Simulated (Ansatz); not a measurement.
C₃H₁₀CuOP

```tsv
atom	x (Å)	y (Å)	z (Å)
C	-0.5340	-1.4769	0.8404
P	0.0159	0.0332	-0.0160
C	1.8242	-0.1732	-0.0802
C	-0.4867	-0.2736	-1.7394
Cu	-0.6694	1.8800	0.8420
O	-1.1494	3.4833	1.4813
H	-0.1906	-1.4526	1.8757
H	-0.1452	-2.3740	0.3525
H	-1.6244	-1.5146	0.8466
H	2.2609	0.6348	-0.6692
H	2.0999	-1.1330	-0.5238
H	2.2319	-0.1119	0.9300
H	-0.1144	0.5318	-2.3743
H	-0.0998	-1.2286	-2.1033
H	-1.5758	-0.2772	-1.8041
H	-1.8429	3.4525	2.1417
```

Geometry: PBE0-D4/def2-TZVP.

Level of theory: Ansatz, RKS PBE0-D4/def2-TZVPP.

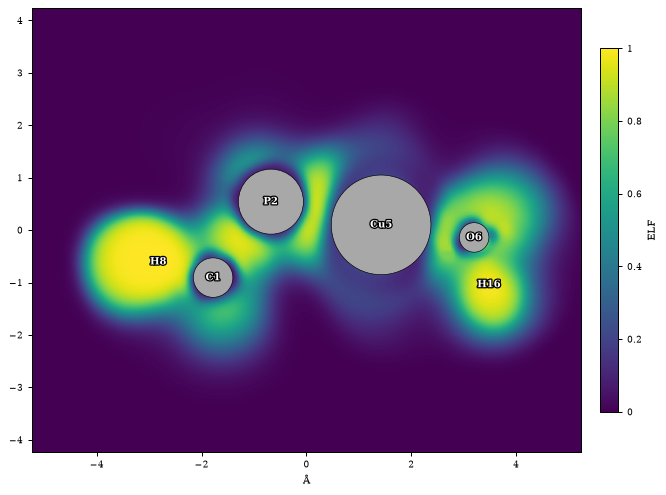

Figure 1. Electron localisation function on the plane of atoms C1, P2 and Cu5. Grey discs cover the atomic cores.

Read the bonding off the picture.

Answer. The plane passes through C, P, Cu, O and H nuclei.
Cu–O (1.79 Å): the ELF peaks at about 0.85 in the valence shell of O, 0.5 Å from its nucleus, and is about 0.20 at the midpoint.
C–P (1.82 Å): the ELF peaks at about 0.95 between the atoms; a shared electron pair.
Cu–P (2.15 Å): the ELF peaks at about 0.90 between the atoms.
O–H (0.96 Å): the ELF climbs to about 1 towards the hydrogen, as it does in any bond to H (an ordinary covalent bond to hydrogen).
C–H (1.09 Å): the ELF climbs to about 1 towards the hydrogen: an ordinary covalent bond to hydrogen.

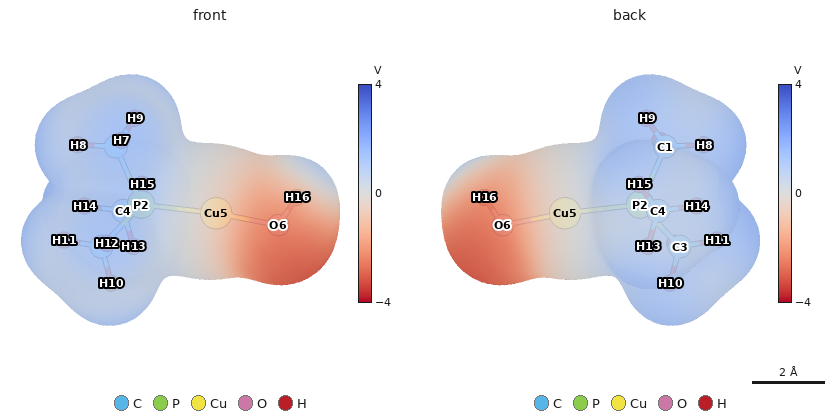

Figure 2. The molecular electrostatic potential painted on the density surface at 0.002 e/bohr³, seen from the front and from behind; the colour scale runs from red (negative) to blue (positive).

Describe the electrostatic potential map.

Answer. The most negative region (about −3.0 V, or −69 kcal/mol for a unit charge) lies over O6, the most positive (about +1.5 V, or +35 kcal/mol for a unit charge) over H8, H11 and H14. O6 is the likeliest acceptor of a hydrogen bond.

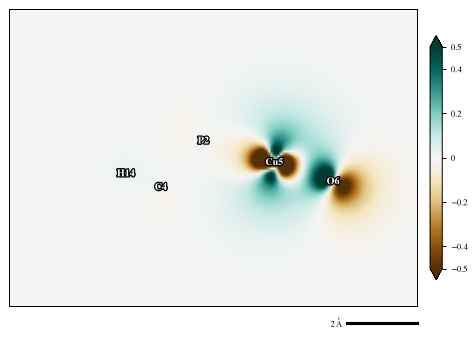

Figure 3. The HOMO−1 on the plane of atoms C4, P2 and Cu5 (values in Å⁻³ᐟ²; the overall sign is arbitrary).

What is the character of this orbital?

Answer. Its weight (Hirshfeld) is mainly on Cu5 (about 60 %) and O6 (about 35 %). Its energy is −6.07 eV.
